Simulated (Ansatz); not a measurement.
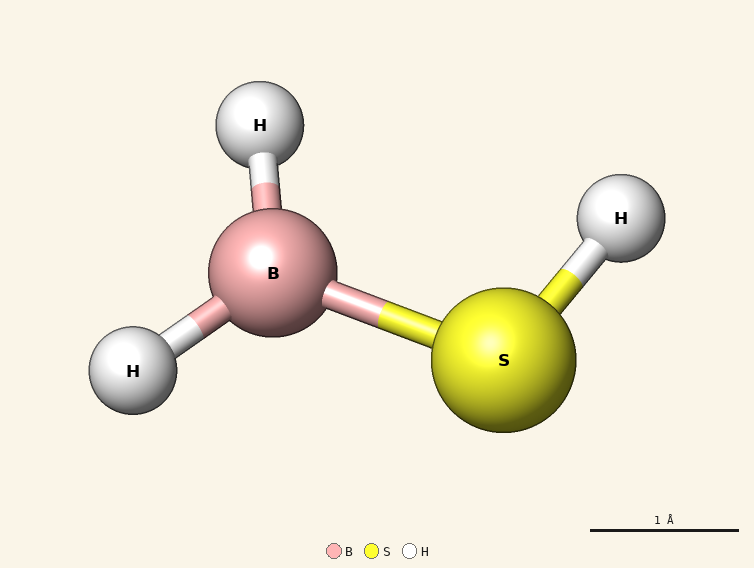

Rendered structure (ball-and-stick style).

Count the atoms of each element.

BH₃S, 5 atoms: 1 boron, 3 hydrogen and 1 sulfur.

Count the bonded pairs by element.

2 B–H, 1 B–S, 1 S–H. Sticks follow a distance rule.

How many atoms are distinct by symmetry?

5: 1 B, 1 S, 1 H, 1 H, 1 H.

What is the point group of this geometry?

Cs.

The parts below concern this one geometry. Atoms keep their numbers from picture to picture. The computed structure is the end point of a PBE0-D4/def2-TZVP optimisation.

**Dipole moment**

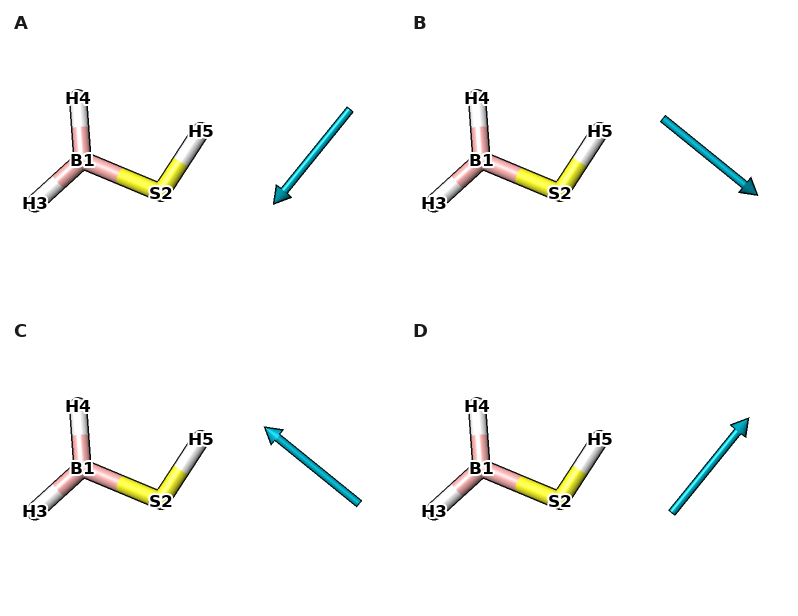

The same molecule four times, each with an arrow. Level of theory: RKS PBE0-D4/def2-TZVP (Ansatz 0.2.0).

Which arrow points along the dipole moment, from the negative to the positive end?

D. The dipole moment is 0.93 D; it points from the side of H3 to the side of H5 (the outermost atoms at the two ends).

**Electronic properties**

Level of theory: RKS PBE0-D4/def2-TZVPP (Ansatz 0.2.0).

Estimate the HOMO–LUMO gap.

7.17 eV.

What is the HOMO energy (Kohn–Sham orbital)?

−8.48 eV.

**Thermal motion**

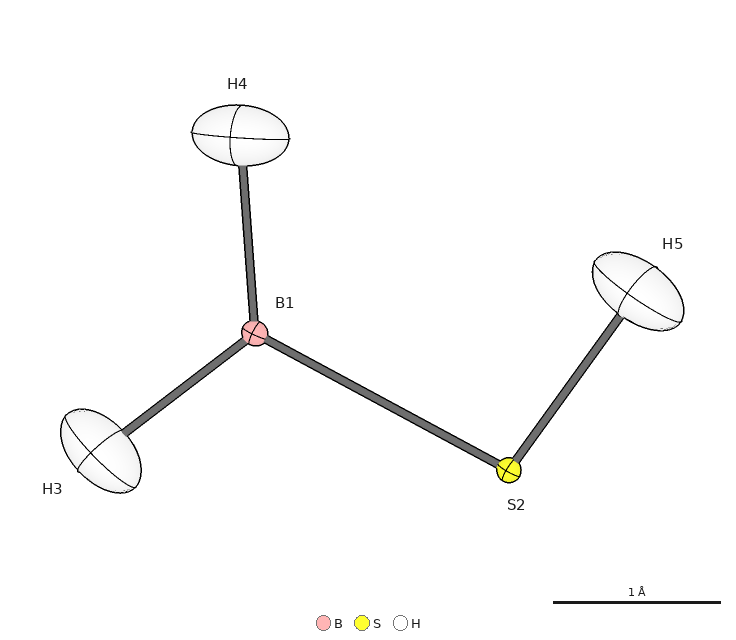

Displacement ellipsoids at the 50 % level, enlarged 1.5 times, from the internal vibrations of the free molecule (harmonic, no overall translation or rotation; no half-axis is drawn under 0.075 Å). Vibrations computed with RKS PBE0-D4/def2-TZVP (Ansatz 0.2.0). Temperature: 100 K.

Which atom moves most?

H5, with U_eq = 0.0128 Å².

Does H5 move more along its bond or across it?

Across it: the root-mean-square amplitude is 0.078 Å along the bond and up to 0.137 Å across, since bending and torsion are softer than stretching.

List U_eq and the three principal root-mean-square amplitudes for each kind of atom.

```
atom  U_eq (Å²)   rms amplitudes (Å)
  B1    0.00069  0.020, 0.020, 0.036
  S2    0.00008  0.005, 0.005, 0.014
  H3     0.0117  0.078, 0.110, 0.130
  H4     0.0117  0.078, 0.111, 0.129
  H5     0.0128  0.078, 0.117, 0.137
```

**Charges**

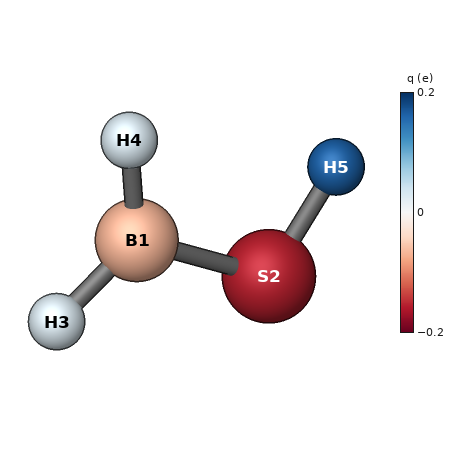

Atoms are coloured by their Mulliken charges. Method: RKS PBE0-D4/def2-TZVP (Ansatz 0.2.0).

Which atom carries the highest charge (most positive or least negative)?

H5 (0.16 e).

And the lowest?

S2 (−0.15 e).

List the Mulliken charges.

```
atom  value (e)
  B1      −0.07
  S2      −0.15
  H3       0.03
  H4       0.03
  H5       0.16
```

Mulliken values depend strongly on the basis set and can even reverse the polarity of a bond.
